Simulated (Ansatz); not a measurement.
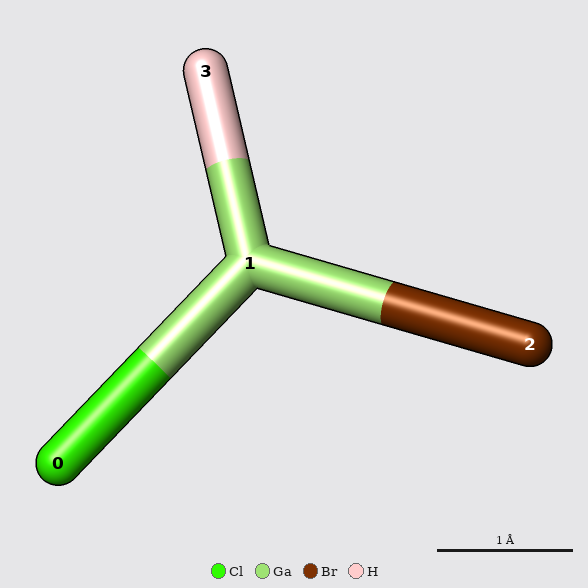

Source: calculation with Ansatz.

The picture shows the input geometry. Atoms are numbered from 0, in the order of the input.

Input file:

```yaml
crystal:
  periodic: [false, false, false]
  atoms:
    - {symbol: Cl, position_ang: [-1.970512, -0.095789, -0.528552]}
    - {symbol: Ga, position_ang: [0.018373, 0.157352, -0.068656]}
    - {symbol: Br, position_ang: [1.038723, -1.632589, 0.888984]}
    - {symbol: H, position_ang: [0.757696, 1.484044, -0.361058]}
basis:
  gaussian: {orbitals: def2-TZVPP}
correlation: {method: ccsd_t}
```

What the program printed:

```
Functional definition: HF
  name "HF"
  cite "Fock, Z. Phys. 61, 126 (1930) doi:10.1007/BF01340294"
  parent pbe
  exchange = exact_x
  correlation = 0
972 factors; integrals over basis functions are off by at most 1.2e-3 eV
mean field evaluation 1: about -134855.1654 eV, gradient 1.8e1 eV
mean field evaluation 2: about -134855.2517 eV, gradient 1.8e1 eV
mean field evaluation 4: about -134856.3036 eV, gradient 2.3e0 eV
mean field evaluation 8: about -134856.3232 eV, gradient 2.1e-1 eV
mean field evaluation 16: about -134855.9873 eV, gradient 1.1e1 eV
mean field -134856.32332835 eV, -4955.8784734177 hartree, gradient 3.8e-6 eV, S^2 0.000000; 0 other end points of the search recorded, 0 dependent functions left out
23 core orbitals not correlated: weight in the atoms' cores, before any rotation towards them, 1.000 or more for the frozen orbitals, at most 0.000 for the correlated occupied ones
reference -134856.32332835 eV, -4955.8784734177 hartree; 19, 19 occupied and 110, 110 virtual orbitals, 972 factors
second order -18.52983098 eV of doubles, -0.00000000 eV of singles
cycle   1  -18.47041962 eV  change    5.9e-2 eV  update   9.5e-2
cycle   2  -18.98349637 eV  change   -5.1e-1 eV  update   2.7e-2
cycle   3  -19.05136490 eV  change   -6.8e-2 eV  update   1.3e-2
cycle   4  -19.03762726 eV  change    1.4e-2 eV  update   3.1e-3
cycle   5  -19.03707904 eV  change    5.5e-4 eV  update   1.1e-3
cycle   6  -19.03728980 eV  change   -2.1e-4 eV  update   3.3e-4
cycle   7  -19.03709813 eV  change    1.9e-4 eV  update   1.1e-4
cycle   8  -19.03715451 eV  change   -5.6e-5 eV  update   3.6e-5
cycle   9  -19.03715823 eV  change   -3.7e-6 eV  update   1.1e-5
perturbative correction -0.74183639 eV, -0.0272619844 hartree
Total energy: -134876.10232296 eV, -4956.6053380632 hartree
```
